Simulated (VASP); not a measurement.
# ZrTiGe2: structure and properties in VASP, part 5 of 6

What structure does ZrTiGe2 take at this level, and what are its properties? The cell is invented: it takes the structure of a Materials Project entry for ZrTiC2 (space group 166 there), with some of its atoms replaced by other elements, volume scaled by an estimate. It may not be a known or stable phase.

VASP 6.6.1, plane waves and PAW; the level of theory is named at each step.

Still holding for the runs below: The k-mesh is coarse for a metal.

So far. Step 10 (Volume scan with vdW-DF2 (run 3)): The pressure falls from 4.16 to 2.00 GPa. Step 10 (Volume scan with vdW-DF2 (run 3)): The run ends at a pressure of 2.00 GPa, with forces up to 0.018 eV/Å.

**11. Volume scan with vdW-DF2 (run 4)**

Level of this step: vdW-DF2; plane waves and PAW (Zr_sv, Ge_d, Ti_sv); invented cell (VASP).

Contents of INCAR:

```
SYSTEM = ZrTiGe2
PREC = Accurate
ENCUT = 410
EDIFF = 1E-06
NELM = 100
ISMEAR = 0
SIGMA = 0.05
LREAL = .FALSE.
ALGO = Normal
GGA = ML
AGGAC = 0
LUSE_VDW = .TRUE.
ZAB_VDW = -1.8867
LASPH = .TRUE.
NBANDS = 32
LORBIT = 11
LWAVE = .FALSE.
LCHARG = .FALSE.
KPAR = 2
ISIF = 2
```

Contents of POSCAR:

```
ZrTiGe2
1.0
    1.9500024149      1.1258346826      6.1886077234
   -1.9500024149      1.1258346826      6.1886077234
    0.0000000000     -2.2516682025      6.1886077109
Zr Ge Ti
1 2 1
Direct
    0.0000000000      0.0000000000      0.0000000000
    0.2444069505      0.2444069505      0.2444069506
    0.7555930495      0.7555930495      0.7555930494
    0.5000000000      0.5000000000      0.5000000000
```

Contents of KPOINTS:

```
Automatic mesh
0
Gamma
7 7 7
0 0 0
```

The projector-augmented-wave data sets are Zr_sv, Ge_d and Ti_sv (PBE family, release 64).

The run is started by

```bash
mpirun -np 2 vasp_std
```

The program printed:

```text
[... set-up lines as in an earlier step ...]
 entering main loop
       N       E                     dE             d eps       ncg     rms          rms(c)
DAV:   1     0.566748237606E+03    0.56675E+03   -0.23537E+04  3392   0.326E+03
DAV:   2     0.745602583520E+02   -0.49219E+03   -0.48057E+03  2840   0.801E+02
DAV:   3    -0.992137421259E+01   -0.84482E+02   -0.83613E+02  3952   0.209E+02
DAV:   4    -0.164394465621E+02   -0.65181E+01   -0.64873E+01  4000   0.585E+01
DAV:   5    -0.167527185465E+02   -0.31327E+00   -0.31319E+00  4024   0.109E+01    0.153E+01
DAV:   6    -0.147706816083E+02    0.19820E+01   -0.42449E+01  3984   0.532E+01    0.130E+01
DAV:   7    -0.137578285452E+02    0.10129E+01   -0.39030E+01  3800   0.266E+01    0.597E+00
[... 1 cycle as in an earlier step ...]
DAV:   9    -0.130942726226E+02    0.15179E+00   -0.12395E+00  4152   0.447E+00    0.943E-01
DAV:  10    -0.131187424408E+02   -0.24470E-01   -0.94282E-02  3904   0.168E+00    0.824E-01
DAV:  11    -0.131097748751E+02    0.89676E-02   -0.51675E-02  3736   0.104E+00    0.138E-01
[... 1 cycle as in an earlier step ...]
DAV:  13    -0.131099376776E+02   -0.19856E-04   -0.36640E-04  4344   0.819E-02    0.366E-02
DAV:  14    -0.131099265663E+02    0.11111E-04   -0.22488E-04  3616   0.758E-02    0.126E-02
DAV:  15    -0.131099272351E+02   -0.66880E-06   -0.14095E-05  3064   0.233E-02    0.287E-03
DAV:  16    -0.131099282054E+02   -0.97025E-06   -0.11853E-06  2648   0.616E-03
   1 F= -.13109928E+02 E0= -.13109422E+02  d E =-.101183E-02
```

Wall time 3 min (2 MPI ranks of AMD EPYC 9R45, shared host); peak memory 1.8 GiB; 5.9 min of CPU time.

From OUTCAR (step 11):

```text
  Total        0.0154931      0.0154931      0.0523895      0.0000000      0.0000000      0.0000000
  in kB        0.3045048      0.3045047      1.0296768      0.0000000      0.0000001      0.0000000
  external PRESSURE =       0.5462288 kB  Pullay stress =       0.0000000 kB

 POSITION                                       TOTAL-FORCE (eV/Angst)
 -----------------------------------------------------------------------------------
      0.00000      0.00000      0.00000        -0.000000      0.000000      0.000000
      0.00000      0.00000      4.53762        -0.000000      0.000000      0.005950
      0.00000      0.00000     14.02821        -0.000000     -0.000000     -0.005950
      0.00000      0.00000      9.28291         0.000000      0.000000      0.000000
 -----------------------------------------------------------------------------------
    total drift:                                0.000000     -0.000000     -0.000000

  energy  without entropy=      -13.1089163793  energy(sigma->0) =      -13.10942229

[... 3 parts as in an earlier step ...]

[... 1 further part left out ...]
[key lines of the parts left out:]
E-fermi :   7.2743
```

The pressure falls from 2.00 to 0.05 GPa.

The run ends at a pressure of 0.05 GPa, with forces up to 0.0060 eV/Å.

**12. Volume scan with vdW-DF2 (run 5)**

INCAR is that of step 11.

Contents of POSCAR:

```
ZrTiGe2
1.0
    1.9629167145      1.1332907587      6.2295930749
   -1.9629167145      1.1332907587      6.2295930749
    0.0000000000     -2.2665803470      6.2295930624
Zr Ge Ti
1 2 1
Direct
    0.0000000000      0.0000000000      0.0000000000
    0.2444069505      0.2444069505      0.2444069506
    0.7555930495      0.7555930495      0.7555930494
    0.5000000000      0.5000000000      0.5000000000
```

KPOINTS is that of step 11.

The run is started by

```bash
mpirun -np 2 vasp_std
```

The program printed:

```text
[... set-up lines as in an earlier step ...]
 entering main loop
       N       E                     dE             d eps       ncg     rms          rms(c)
DAV:   1     0.565944924778E+03    0.56594E+03   -0.23336E+04  3280   0.326E+03
DAV:   2     0.733717129177E+02   -0.49257E+03   -0.48158E+03  2856   0.776E+02
DAV:   3    -0.993397243497E+01   -0.83306E+02   -0.82446E+02  3952   0.208E+02
DAV:   4    -0.165360667898E+02   -0.66021E+01   -0.65676E+01  4064   0.579E+01
[...]
DAV:  15    -0.131047932786E+02   -0.30131E-06   -0.17228E-05  3048   0.247E-02    0.287E-03
DAV:  16    -0.131047943550E+02   -0.10763E-05   -0.20894E-06  2736   0.752E-03    0.138E-03
DAV:  17    -0.131047948582E+02   -0.50324E-06   -0.76288E-07  2256   0.478E-03
   1 F= -.13104795E+02 E0= -.13104302E+02  d E =-.986412E-03
```

It took 3.1 min on 2 MPI ranks; peak memory 1.8 GiB.

From OUTCAR (step 12):

```text
  Total       -0.9130496     -0.9130494     -0.8459375      0.0000000     -0.0000001      0.0000000
  in kB      -17.5934477    -17.5934438    -16.3002724      0.0000000     -0.0000011      0.0000000
  external PRESSURE =     -17.1623880 kB  Pullay stress =       0.0000000 kB

 POSITION                                       TOTAL-FORCE (eV/Angst)
 -----------------------------------------------------------------------------------
      0.00000      0.00000      0.00000         0.000000      0.000000     -0.000000
      0.00000      0.00000      4.56767         0.000000      0.000000      0.029078
      0.00000      0.00000     14.12111         0.000000     -0.000000     -0.029078
      0.00000      0.00000      9.34439         0.000000     -0.000000     -0.000000
 -----------------------------------------------------------------------------------
    total drift:                                0.000000      0.000000     -0.000000

  FREE ENERGIE OF THE ION-ELECTRON SYSTEM (eV)
  ---------------------------------------------------
  free  energy   TOTEN  =       -13.1047948582 eV

  energy  without entropy=      -13.1038084463  energy(sigma->0) =      -13.10430165

[... 1 part as in an earlier step ...]

[... 2 further parts left out ...]
[key lines of the parts left out:]
E-fermi :   7.0763
```

The pressure falls from 0.05 to -1.72 GPa, so it vanishes between these two volumes.

**13. Volume scan with vdW-DF2 (run 6)**

INCAR is that of step 12.

Contents of POSCAR:

```
ZrTiGe2
1.0
    1.9756632841      1.1406499958      6.2700461115
   -1.9756632841      1.1406499958      6.2700461115
    0.0000000000     -2.2812988136      6.2700460989
Zr Ge Ti
1 2 1
Direct
    0.0000000000      0.0000000000      0.0000000000
    0.2444069505      0.2444069505      0.2444069506
    0.7555930495      0.7555930495      0.7555930494
    0.5000000000      0.5000000000      0.5000000000
```

KPOINTS is that of step 12.

The run is started by

```bash
mpirun -np 2 vasp_std
```

The program printed:

```text
[... set-up lines as in an earlier step ...]
 entering main loop
       N       E                     dE             d eps       ncg     rms          rms(c)
DAV:   1     0.578115384393E+03    0.57812E+03   -0.23453E+04  3352   0.322E+03
DAV:   2     0.767727987782E+02   -0.50134E+03   -0.49007E+03  2856   0.805E+02
DAV:   3    -0.979367820548E+01   -0.86566E+02   -0.85690E+02  3968   0.211E+02
DAV:   4    -0.165819114149E+02   -0.67882E+01   -0.67585E+01  4072   0.596E+01
[...]
DAV:  15    -0.130827039450E+02    0.37336E-06   -0.21509E-05  3096   0.261E-02    0.317E-03
DAV:  16    -0.130827050245E+02   -0.10794E-05   -0.32585E-06  2824   0.877E-03    0.141E-03
DAV:  17    -0.130827056509E+02   -0.62644E-06   -0.85219E-07  2352   0.495E-03
   1 F= -.13082706E+02 E0= -.13082221E+02  d E =-.969314E-03
```

It took 3.2 min on 2 MPI ranks; peak memory 1.7 GiB; 6.4 min of CPU time.

From OUTCAR (step 13):

```text
  Total       -1.7711161     -1.7711157     -1.6748545      0.0000000     -0.0000001      0.0000000
  in kB      -33.4711358    -33.4711284    -31.6519522      0.0000000     -0.0000021      0.0000000
  external PRESSURE =     -32.8647388 kB  Pullay stress =       0.0000000 kB

 POSITION                                       TOTAL-FORCE (eV/Angst)
 -----------------------------------------------------------------------------------
      0.00000      0.00000      0.00000         0.000000      0.000000     -0.000000
      0.00000      0.00000      4.59733         0.000000      0.000000      0.050696
      0.00000      0.00000     14.21281         0.000000     -0.000000     -0.050696
      0.00000      0.00000      9.40507        -0.000000     -0.000000      0.000000
 -----------------------------------------------------------------------------------
    total drift:                                0.000000      0.000000     -0.000000

  FREE ENERGIE OF THE ION-ELECTRON SYSTEM (eV)
  ---------------------------------------------------
  free  energy   TOTEN  =       -13.0827056509 eV

  energy  without entropy=      -13.0817363368  energy(sigma->0) =      -13.08222099

[... 1 part as in an earlier step ...]

[... 2 further parts left out ...]
[key lines of the parts left out:]
E-fermi :   6.8850
```

The pressure falls from -1.72 to -3.29 GPa.

The run ends at a pressure of -3.29 GPa, with forces up to 0.051 eV/Å.

**14. Volume scan with vdW-DF2 (run 7)**

A prediction first. A parabola through the 6 pressures of evenly scaled cells so far, P = 0.04 -92.8 t +200 t² GPa with t = ln(V/V₁) and V₁ the volume at scale 1, gives -4.68 GPa at t = +0.0583.

INCAR is that of step 13.

Contents of POSCAR:

```
ZrTiGe2
1.0
    1.9882474660      1.1479154783      6.3099837877
   -1.9882474660      1.1479154783      6.3099837877
    0.0000000000     -2.2958297711      6.3099837750
Zr Ge Ti
1 2 1
Direct
    0.0000000000      0.0000000000      0.0000000000
    0.2444069505      0.2444069505      0.2444069506
    0.7555930495      0.7555930495      0.7555930494
    0.5000000000      0.5000000000      0.5000000000
```

KPOINTS is that of step 13.

The run is started by

```bash
mpirun -np 2 vasp_std
```

The program printed:

```text
[... set-up lines as in an earlier step ...]
 entering main loop
       N       E                     dE             d eps       ncg     rms          rms(c)
DAV:   1     0.566067235334E+03    0.56607E+03   -0.23524E+04  3328   0.321E+03
DAV:   2     0.733185514248E+02   -0.49275E+03   -0.48189E+03  2840   0.780E+02
DAV:   3    -0.102205970980E+02   -0.83539E+02   -0.82781E+02  4008   0.207E+02
DAV:   4    -0.166325242477E+02   -0.64119E+01   -0.63798E+01  4024   0.578E+01
[...]
DAV:  14    -0.130453216625E+02    0.14069E-04   -0.39716E-04  3704   0.937E-02    0.130E-02
DAV:  15    -0.130453224051E+02   -0.74260E-06   -0.18138E-05  3000   0.231E-02    0.511E-03
DAV:  16    -0.130453232602E+02   -0.85504E-06   -0.47902E-06  2832   0.103E-02
   1 F= -.13045323E+02 E0= -.13044845E+02  d E =-.955787E-03
```

Run time: 3.2 min. Hardware: 2 MPI ranks; peak memory 1.8 GiB.

From OUTCAR (step 14):

```text
  Total       -2.5789860     -2.5789854     -2.4552953      0.0000000     -0.0000002      0.0000000
  in kB      -47.8189324    -47.8189219    -45.5254887      0.0000000     -0.0000030      0.0000000
  external PRESSURE =     -47.0544477 kB  Pullay stress =       0.0000000 kB

 POSITION                                       TOTAL-FORCE (eV/Angst)
 -----------------------------------------------------------------------------------
      0.00000      0.00000      0.00000         0.000000      0.000000     -0.000000
      0.00000      0.00000      4.62661         0.000000      0.000000      0.070662
      0.00000      0.00000     14.30334         0.000000     -0.000000     -0.070662
      0.00000      0.00000      9.46498        -0.000000      0.000000     -0.000000
 -----------------------------------------------------------------------------------
    total drift:                                0.000000      0.000000     -0.000000

  FREE ENERGIE OF THE ION-ELECTRON SYSTEM (eV)
  ---------------------------------------------------
  free  energy   TOTEN  =       -13.0453232602 eV

  energy  without entropy=      -13.0443674731  energy(sigma->0) =      -13.04484537

[... 1 part as in an earlier step ...]

[... 2 further parts left out ...]
[key lines of the parts left out:]
E-fermi :   6.6999
```

The pressure falls from -3.29 to -4.71 GPa. The parabola predicted -4.68 GPa, +0.03 GPa off.

**15. Side by side**

Times are for 2 MPI ranks of AMD EPYC 9R45, shared host. Results by setting:

```csv
no.,volume scale,energy above the lowest point (meV/atom),pressure (GPa),time,memory (GiB)
1,0.94,26.68,6.554,2.9 min,1.7
2,0.96,12.14,4.157,3.1 min,1.7
3,0.98,3.43,1.997,3.1 min,1.7
4,1,0,0.05462,3 min,1.8
5,1.02,1.28,-1.716,3.1 min,1.8
6,1.04,6.8,-3.286,3.2 min,1.7
7,1.06,16.14,-4.705,3.2 min,1.8
```

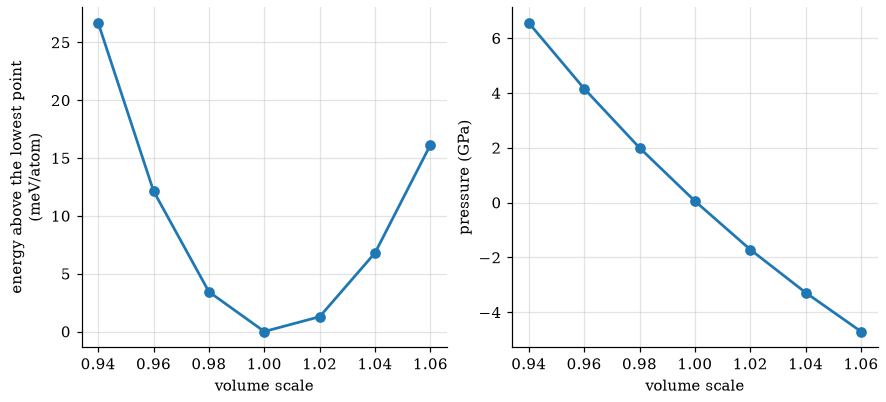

The series as plots.

**16. Fit for vdW-DF2**

This step: Birch-Murnaghan fit, vdW-DF2; plane waves and PAW; invented cell (VASP 6.6.1).

Derived from the runs above.

Numbers from this step:

```yaml
pressure_derivative_of_the_bulk_modulus: 4.361
r_m_s_error_of_the_fit: 4.73e-6 eV/atom
minimum_inside_the_sampled_range: yes
bulk_modulus: 91.00 GPa
equilibrium_volume_of_the_fit: 20.47 Å³/atom
```

Energy above the fitted minimum against volume:

```csv
volume (Å³/atom),energy above the fitted minimum (eV/atom)
19.157,0.0268
19.564,0.0122
19.972,0.00354
20.380,1.1e-4
20.787,0.00139
21.195,0.00691
21.602,0.0163
```

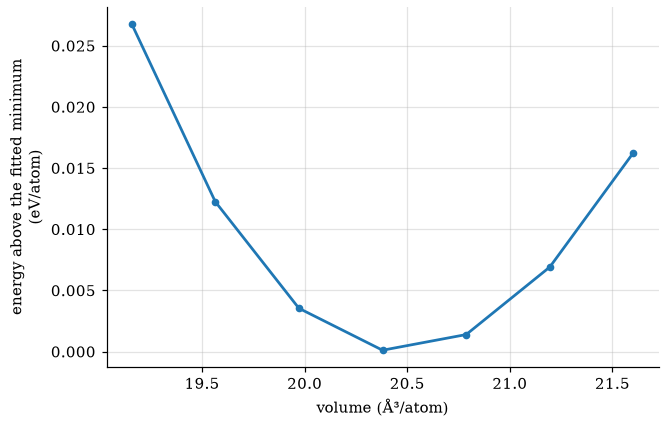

Energy above the fitted minimum, plotted against volume.

The fitted volume lies +0.43 % from the relaxed one. At a finite cutoff and mesh the minimum of the energy and the zero of the stress don't quite coincide, and the relaxation stops at a threshold. The atoms bear forces along the scan, since they were held; freeing them would lower the modulus.

(Part 5 of 6 ends here.)

[Lines on the potential files, build, host, timing and source positions are cut from VASP's logs without a mark.]

[Logs are printed without paths, hosts, clocks, repeated set-up lines and the standing remarks that a program may print on its own settings, such as how far it seeks lower states.]

[Hosts, paths, dates, database ids (printed as entryN), source tags and the programs' standing remarks are cut or masked in the printed files.]

[A measured line is paired with the nearest computed mode of its activity, which favours agreement.]
